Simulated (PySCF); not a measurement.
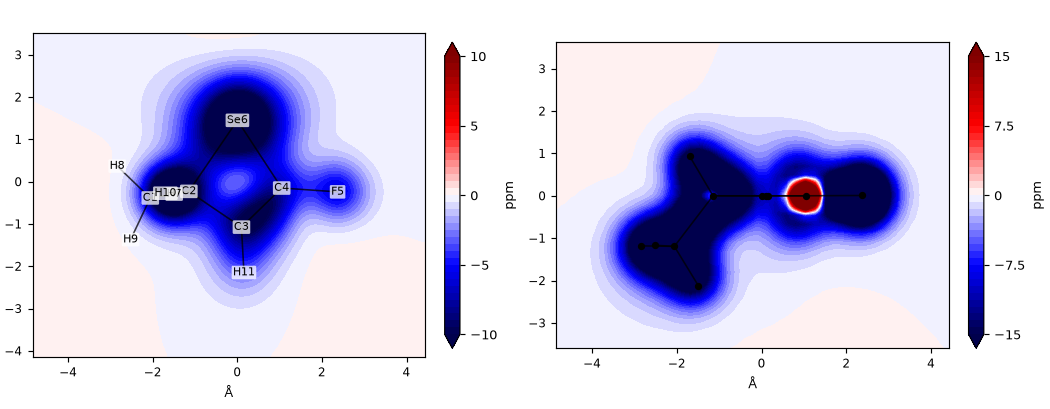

*C4H5FSe, SMILES `CC1C=C(F)[Se]1`. Isotropic NICS 1.0 Å above the plane of the 4-membered ring C2/C3/C4/Se6 (left) and isotropic NICS in a plane perpendicular to the same ring (right); GIAO shieldings; atoms are projected onto the map; negative values mean shielding.*

Computed with PySCF, B3LYP/def2-SVP, geometry: GFN2-xTB. No frequency check shows the geometry to be a minimum. GFN2-xTB bond lengths at metals and heavier atoms can be off by up to 0.1 Å and shapes distorted, which carries into these values.

The calculation's input:

```python
import numpy as np
from pyscf import gto, scf, dft
from pyscf.prop import nmr
from pyscf.data import nist

def solve(mol, dm0=None, hcore=None):
    mf = (dft.UKS if mol.spin else dft.RKS)(mol, xc='b3lyp')
    mf.grids.level = 3
    mf.conv_tol, mf.max_cycle = 1e-8, 80
    if hcore is not None:
        mf.get_hcore = lambda *args: hcore
    mf.kernel(dm0)
    if not mf.converged:
        mf = mf.newton().run(mf.mo_coeff, mf.mo_occ, max_cycle=30)
    assert mf.converged, 'SCF not converged'
    return mf

mol = gto.M(atom='''
C      2.32543     0.66802    -0.45873
C      1.15378     0.50718     0.48009
C      0.03502     1.50030     0.32040
C     -0.98027     0.70957    -0.00286
F     -2.25262     0.96672    -0.26851
Se    -0.12801    -1.00310     0.01466
H      1.98133     0.74526    -1.48760
H      3.00442    -0.17785    -0.37658
H      2.86893     1.57722    -0.20493
H      1.47966     0.38282     1.51467
H      0.08798     2.56708     0.43902
''', basis='def2-svp', charge=0, spin=0, verbose=4)
mf = solve(mol)
vxc = nmr.rks.get_vxc_giao  # smaller grid blocks
nmr.rks.get_vxc_giao = lambda *a, **k: vxc(*a, **{**k, 'max_memory': 300})
calc = nmr.RKS(mf)
calc.cphf = True
nuclei = calc.kernel()
mo1 = calc.mo10
# ring centres and points 1 angstrom above and below them
points = np.array([
    [0.0201, 0.4285, 0.2031],
    [-0.2088, 0.3251, 1.1710],
    [0.2490, 0.5319, -0.7649],
]) / nist.BOHR
mol.atom_coord = lambda i, unit='Bohr': points[i]
idx = range(len(points))
sigma = (calc.dia(shielding_nuc=idx) + calc.para(mo10=mo1, shielding_nuc=idx)[0]) * nist.ALPHA**2 * 1e6
for p, t in zip(points, sigma):
    print('NICS at %8.4f %8.4f %8.4f  %8.2f ppm' % (*(p * nist.BOHR), -t.trace() / 3))
occ = mf.mo_coeff[:, mf.mo_occ > 0]
dm1 = np.array([mf.mo_coeff @ (2 * x) @ occ.T for x in mo1])
np.savez('result.npz', sigma=sigma, nuclei=nuclei, dm0=mf.make_rdm1(), dm1=dm1, e=mf.e_tot, eps=mf.mo_energy, occ=mf.mo_occ)
```

Command:

```sh
OMP_NUM_THREADS=1 python input.py
```

The run took 64 s on 1 thread of AMD EPYC (Zen 3) (shared host), peak memory 0.82 GiB.

The script gives the values at the ring points; maps and scans were evaluated afterwards from its response orbitals, outside that time.

**Classify the ring and give its NICS values.**

It is neither clearly shielded nor deshielded above its centre; an sp³ atom breaks the ring's conjugation, so the values mix its σ bonds and separate π bonds and show no closed π ring current: NICS(0) = −10.4, NICS(1) = −3.1 and −2.8, NICS(1)zz = +0.2 and +1.1 (two faces) ppm.
